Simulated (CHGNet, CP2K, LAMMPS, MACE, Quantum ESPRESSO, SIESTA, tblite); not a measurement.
**Site energies of a vacancy of Si in amorphous 41Ga2O3-59SiO2 (mol %) (111 atoms) across programs**

Aim: compare the energies of a vacancy of Si at unlike sites of amorphous 41Ga2O3-59SiO2 (mol %) (111 atoms), with plane waves as the reference.

The results are calculated values.

## 1. The cell

The cell holds 111 atoms (24 Ga, 17 Si and 70 O), with edges of 10.96, 10.96 and 10.96 Å. Recipe: 111 atoms (24 Fe, 17 Si, 70 O) placed at random at 3.3 g/cm³, melted at 5000 K for 10 ps at fixed volume with the Morse and Coulomb pair potential with partial charges (Pedone, Malavasi, Menziani, Cormack and Segre, J. Phys. Chem. B 110, 11780 (2006)). Quenched from 5000 K to 300 K at 50 K/ps and fixed volume, held 10 ps at zero pressure, then minimised at fixed cell. Then Fe was replaced by Ga and the cell scaled by 1.005 (the potential has no terms for the new elements, so the cell is a start for a DFT relaxation). Then the atoms were relaxed with MACE MP-0b3 medium in the fixed cell.

## 2. The reference input

Quantum ESPRESSO 7.5: Kohn-Sham DFT, PBE, SSSP efficiency 1.3.0 pseudopotentials, plane waves. Its input, pw.in, for the unchanged cell:

```
&control
  calculation = 'scf'
  pseudo_dir = './pseudo'
  outdir = './tmp'
  disk_io = 'none'
  tprnfor = .true.
  tstress = .true.
/
&system
  ibrav = 0
  nat = 111
  ntyp = 3
  ecutwfc = 70
  ecutrho = 560
  nosym = .true.
  occupations = 'smearing'
  smearing = 'fd'
  degauss = 0.003675
/
&electrons
  conv_thr = 5.5e-07
  electron_maxstep = 100
  mixing_beta = 0.4
  mixing_mode = 'plain'
  diagonalization = 'david'
/
ATOMIC_SPECIES
Ga 69.723 Ga.upf
Si 28.085 Si.upf
O 15.999 O.upf
CELL_PARAMETERS angstrom
10.96154 0.00000 0.00000
0.00000 10.96154 0.00000
0.00000 0.00000 10.96154
ATOMIC_POSITIONS crystal
Ga 0.64700 0.33714 0.67125
Ga 0.40183 0.17608 0.29306
Ga 0.74662 0.86808 0.24356
Ga 0.26288 0.51619 0.94089
[... 105 atom lines left out ...]
O 0.41491 0.44466 0.31914
O 0.09635 0.25824 0.57315
K_POINTS gamma
```

```console
$ OMP_NUM_THREADS=1 mpirun -np 4 pw.x -in pw.in > output.txt
```

Wall time 13 min (4 MPI ranks of Arm Neoverse V1, shared host); peak memory 5.7 GiB.

It converged with an r.m.s. force component of 0.078 eV/Å and a pressure of 3.7 GPa.

## 3. Programs and settings

The levels share the cells and solve them as single points, though not every level runs every cell. CPU time is summed over a level's finished runs, on a host shared with the other runs, so it is rough; the force column is the median over cells of the r.m.s. difference of force components from the reference.

| level | basis or training data | k-points | runs finished | CPU time | peak memory (GiB) | force difference (meV/Å) |
| --- | --- | --- | --- | --- | --- | --- |
| QE, PBE | plane waves, SSSP efficiency, 70/560 Ry | Γ | 4 of 4 | 5.9 h | 5.7 | reference |
| CP2K double zeta, PBE | DZVP-MOLOPT-SR, GTH-PBE potentials, 800 Ry | Γ | 3 of 3 | 61 min | 8.0 | 90 |
| SIESTA DZP, PBE | DZP orbitals, shift 0.01 Ry, mesh 500 Ry | Γ | 3 of 3 | 64 min | 3.3 | 182 |
| tblite GFN1-xTB | tight binding with its own dispersion term | Γ | 3 of 3 | 31 s | 0.17 | 372 |
| CHGNet r2SCAN | trained on r2SCAN plane-wave data | - | 4 of 4 | 15 s | 1.7 | 250 |
| MACE MP-0b3 medium | trained on PBE(+U) plane-wave data | - | 4 of 4 | 33 s | 1.4 | 157 |

Runs without a converged result: MACE MP-0b3 medium, 2 relaxations (not converged). A level enters a table below only where it finished every cell that the table needs.

The reference's own r.m.s. force component runs from 78 to 170 meV/Å over these cells. MACE MP-0b3 medium relaxed the atoms, so in the cells that it relaxed its own forces are small, and its entry isn't an independent test there.

## 4. The sites

Each changed cell was relaxed with MACE MP-0b3 medium before the single points. Neighbours are the site's nearest atoms before the change.

```
site  nearest atoms  their mean distance (Å)  atoms within 6 Å  largest move on relaxing (Å)  longest force left in the reference (eV/Å)
Si26             O4                     1.68                72                          1.23                                        0.90
Si32             O4                     1.64                73                          1.28                                        0.81
Si25             O4                     1.65                77                          0.63                                        0.84
```

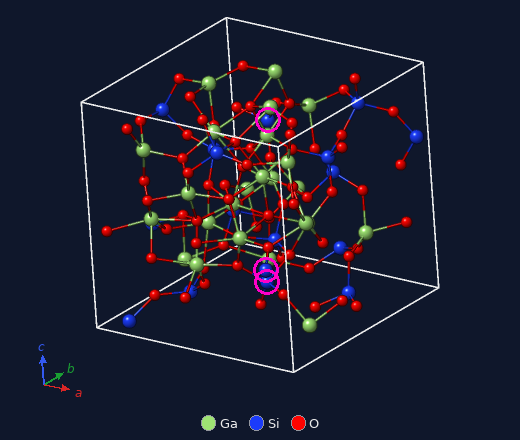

The unchanged cell with the tried sites ringed (gallium green, silicon blue, oxygen red).

## 5. Site energies

All changed cells hold the same atoms, so within one level their energies compare with no chemical potential. Energies in eV, less that of Si26, the reference's cheapest site; the last column is the largest deviation from the reference once each row's mean is taken off.

```csv
level,Si26,Si32,Si25,cheapest,largest deviation
"QE, PBE",0.00,0.94,0.98,Si26,-
"CP2K double zeta, PBE",0.00,1.16,1.06,Si26,0.12
"SIESTA DZP, PBE",0.00,1.28,0.73,Si26,0.31
tblite GFN1-xTB,0.00,0.63,2.25,Si26,0.95
CHGNet r2SCAN,0.00,0.44,1.14,Si26,0.38
MACE MP-0b3 medium,0.00,0.85,1.30,Si26,0.24
```

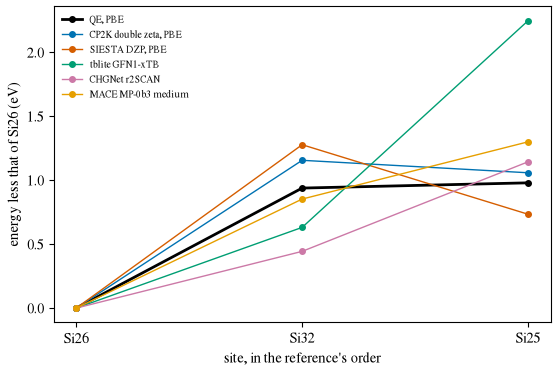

Site energies by level.

## 6. Findings

In the reference the cheapest site is Si26 (O4) and the dearest Si25 (O4), 0.98 eV higher. All 5 other levels pick the same cheapest site, and 3 give the whole order. CP2K double zeta, PBE follows the reference most closely (0.12 eV at worst) and tblite GFN1-xTB least (0.95 eV).

The other programs at PBE deviate by 0.31 eV at most, the learned potentials by 0.24 to 0.38 eV. The reference's gap of 2.15 eV in the unchanged cell becomes 0.09 eV (Si26), 0.16 eV between partly filled levels and the next empty one (Si32) and 0.10 eV (Si25).

Caveats: The geometries are those of MACE MP-0b3 medium; forces of up to 0.90 eV/Å remain in the reference, so relaxing in DFT would lower the energies, by amounts that can differ from site to site and can change the order. The relaxation of Si26 and Si25 stopped before it converged. Defects interact with their periodic images. Neighbours of a vacancy can rebond in unlike ways from site to site, which enters the differences. Atoms moved by over 1 Å in some relaxations, so part of the differences can come from the host's rearranging. The reference has no spin polarisation, so cut bonds at a vacancy can't carry moments. Only 3 of the 17 Si sites are compared. Learned potentials don't solve for electrons, so the charge or spin state of a defect can't be set in them. The quench rate of 50 K/ps is many orders above laboratory rates, so the cell is likely richer in defects and strain than a real sample. The reference samples only Γ, in a cell whose shortest periodic width is 11 Å. The reference isn't exact: its cutoffs and mesh weren't converged further here. SIESTA's automatically made basis is far from complete, and its potentials were converted by us (checked for H, C, O, Si, Ge and Ca alone). Spin–orbit coupling is left out. Where levels are smeared, the DFT runs use Fermi–Dirac occupations at 580 K (0.05 eV), and energies are free energies.

[Logs are printed without paths, hosts, clocks, repeated set-up lines and the standing remarks that a program may print on its own settings, such as how far it seeks lower states.]

[Hosts, paths, dates, database ids (printed as entryN), source tags and the programs' standing remarks are cut or masked in the printed files.]
